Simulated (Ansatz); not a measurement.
System: FH₅O₂Si₂ (SMILES O[SiH](O)[SiH2]F).

Input file:

```
crystal:
  periodic: [false, false, false]
  atoms:
    - {symbol: O, position_ang: [-1.330537, -1.118511, 0.890692]}
    - {symbol: Si, position_ang: [0.199439, -0.632012, 0.529791]}
    - {symbol: O, position_ang: [0.947063, -1.584451, -0.583545]}
    - {symbol: Si, position_ang: [0.134246, 1.508908, -0.445241]}
    - {symbol: F, position_ang: [-1.222668, 1.573051, -1.316670]}
    - {symbol: H, position_ang: [-2.003273, -0.988358, 0.219205]}
    - {symbol: H, position_ang: [0.907754, -0.692729, 1.834102]}
    - {symbol: H, position_ang: [1.124905, -2.498008, -0.351225]}
    - {symbol: H, position_ang: [0.052912, 2.583708, 0.580058]}
    - {symbol: H, position_ang: [1.273158, 1.797402, -1.354165]}
basis:
  gaussian: {orbitals: def2-TZVPP}
hamiltonian: {xc: pbe0, dispersion: d4}
output: {orbitals: {seedname: orbitals}}
```

Command:

```sh
ansatz run in.yaml --threads 4 --pin off --events-out ev --progress --plain --max-ram 10444MiB
```

Geometry: PBE0-D4/def2-TZVP.

Theory: RKS PBE0-D4/def2-TZVPP (Ansatz).

### Predict the electron density and electron localisation function between the atoms.

Si–F (1.61 Å): ρ at the midpoint is about 1.1 e/Å³; the ELF peaks at about 0.85 in the valence shell of F, 0.6 Å from its nucleus, and is about 0.55 at the midpoint.
Si–Si (2.35 Å): ρ is about 0.68 e/Å³ halfway; the ELF peaks at about 1 between the atoms; localised, covalent bonding.

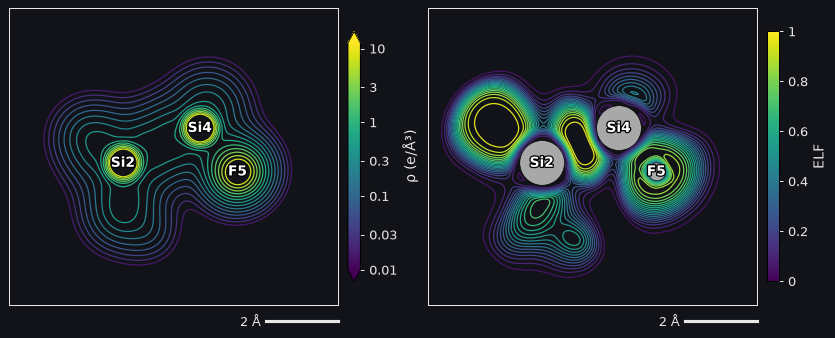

Computed electron density and electron localisation function on the plane of atoms Si2, Si4 and F5, in this order. Grey discs cover the atomic cores in the ELF map. 
